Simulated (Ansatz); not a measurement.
Profile along the Se–Mg line in MgSe (rock salt)

MgSe (rock salt), conventional cell a = 5.4498 Å, b = 5.4498 Å, c = 5.4498 Å, α = 90.00°, β = 90.00°, γ = 90.00°. The calculation uses the primitive cell of 2 atoms, to which meshes and values per cell refer.

Fields along a shortest Se–Mg line of a {100} plane (2.72 Å), from Se to Mg, interpolated on the slice's grid (step about 0.2 Å). All values below come from PBEsol (plane waves to 420 eV, PAW, scalar-relativistic; Ansatz, a quantum-chemistry and plane-wave program). k mesh 10×10×10. Near the nuclei the fields are pseudised (PAW); where an atom keeps semicore shells as valence, they peak there. MgSe was relaxed with its symmetry unable to fall.

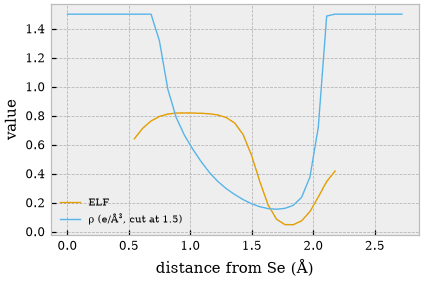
Figure. ELF (away from the nuclei) and valence density from Se to Mg.

Density on the Se–Mg line (2.72 Å) at its density minimum, 1.7 Å from Se: 0.15 e/Å³. ELF at that point: 0.1. ELF maximum in the middle third of the Se–Mg line: 0.82, 1.0 Å from Se.
